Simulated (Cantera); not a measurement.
Feed: 1 mol C6H6, 0.19 mol H2O, 0.21 mol CO2, at 22.0 Pa.

Cantera equilibrium calculation (NASA polynomials, part measured and part estimated; ideal gas, pure solids and liquids). Candidate condensed phases: C, C6H6, C7H8, C8H18, H2O; 110 gas species. Equilibrium is a limit: real reactors are often held back by kinetics, nucleation or transport.

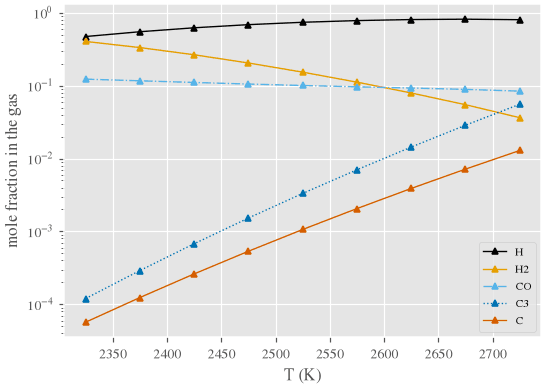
*Equilibrium gas composition (values under 1e-9 drawn at 1e-9)*

Question: Read off the mole fractions at 2575 K.

Answer: H about 0.78, H2 about 0.11, CO about 0.096, C3 about 0.0070, C about 0.0021.
